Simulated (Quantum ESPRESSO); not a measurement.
# Convergence study of the k-point mesh for Sr (Fm-3m, 1 atom in the cell)

```xyz
1
Lattice="0.0000 3.0309 3.0309 3.0309 0.0000 3.0309 3.0309 3.0309 0.0000" Properties=species:S:1:pos:R:3 pbc="T T T"
Sr     0.0000     0.0000     0.0000
```

Method of the run: PBE, PSlibrary ultrasoft (PBE) pseudopotentials (plane waves; Quantum ESPRESSO).

Base settings: ecutwfc = 45 Ry; ecutrho = 315 Ry; occupations = smearing; smearing = fd; degauss = 0.0073499 Ry; potentials = {Sr: Sr.pbe-spn-rrkjus_psl.1.0.0.UPF}; K_POINTS = automatic 9 9 9 0 0 0; conv_thr = 1e-09 Ry; mixing_beta = 0.7.

The second cell is the first with its lattice scaled by 0.98.

Only quantities that move along the ladder and can be compared are tabulated.

The count of work is k-points × plane waves × bands × iterations; it is no time. 

The starting cell has typed, rounded lattice constants, without a prior relaxation at this level. Its lattice was rescaled by up to half a per cent.

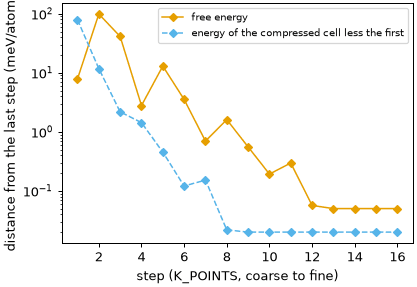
Distance from the last step along the ladder; very small values are drawn at a floor.

| K_POINTS | free energy less the last step's (meV/atom) | energy of the compressed cell less the first (meV/atom) | pressure (GPa) | count of work / last |
|---|---|---|---|---|
| automatic 2 2 2 0 0 0 | 7.88 | -74.22 | -3.60 | 0.0044 |
| automatic 3 3 3 0 0 0 | 99.10 | 16.59 | 0.35 | 0.0059 |
| automatic 4 4 4 0 0 0 | -41.19 | 6.99 | -0.03 | 0.012 |
| automatic 5 5 5 0 0 0 | -2.79 | 3.39 | -0.21 | 0.012 |
| automatic 6 6 6 0 0 0 | 12.97 | 5.27 | -0.13 | 0.020 |
| automatic 7 7 7 0 0 0 | -3.53 | 4.94 | -0.14 | 0.029 |
| automatic 8 8 8 0 0 0 | -0.70 | 4.66 | -0.15 | 0.036 |
| automatic 9 9 9 0 0 0 | 1.61 | 4.84 | -0.14 | 0.043 |
| automatic 10 10 10 0 0 0 | -0.56 | 4.81 | -0.15 | 0.058 |
| automatic 11 11 11 0 0 0 | -0.19 | 4.83 | -0.14 | 0.068 |
| automatic 12 12 12 0 0 0 | 0.30 | 4.82 | -0.14 | 0.088 |
| automatic 14 14 14 0 0 0 | -0.06 | 4.82 | -0.14 | 0.13 |
| automatic 17 17 17 0 0 0 | -0.01 | 4.82 | -0.15 | 0.20 |
| automatic 18 18 18 0 0 0 | 0.01 | 4.82 | -0.15 | 0.24 |
| automatic 20 20 20 0 0 0 | 0.00 | 4.82 | -0.15 | 0.31 |
| automatic 25 25 25 0 0 0 | 0.00 | 4.82 | -0.15 | 0.56 |
| automatic 31 31 31 0 0 0 | 0.00 | 4.82 | -0.15 | 1.0 |

Coarsest K_POINTS that holds the pressure within 1 GPa of the last step, with all finer ones: automatic 3 3 3 0 0 0, at 0.0059 of the last step's count of work; the step before is off by 3.5 GPa.

Coarsest K_POINTS that holds the energy of the compressed cell less the first within 1 meV/atom of the last step, with all finer ones: automatic 6 6 6 0 0 0, at 0.020 of the last step's count of work; the step before is off by 1.4 meV/atom.

Coarsest K_POINTS that holds the free energy within 5 meV/atom of the last step, with all finer ones: automatic 7 7 7 0 0 0, at 0.029 of the last step's count of work; the step before is off by 13 meV/atom.

The energy difference between the two cells stays within 1 meV/atom of the last step's from automatic 6 6 6 0 0 0 on, the total only from automatic 10 10 10 0 0 0 on: much of the error is common to both cells and cancels.
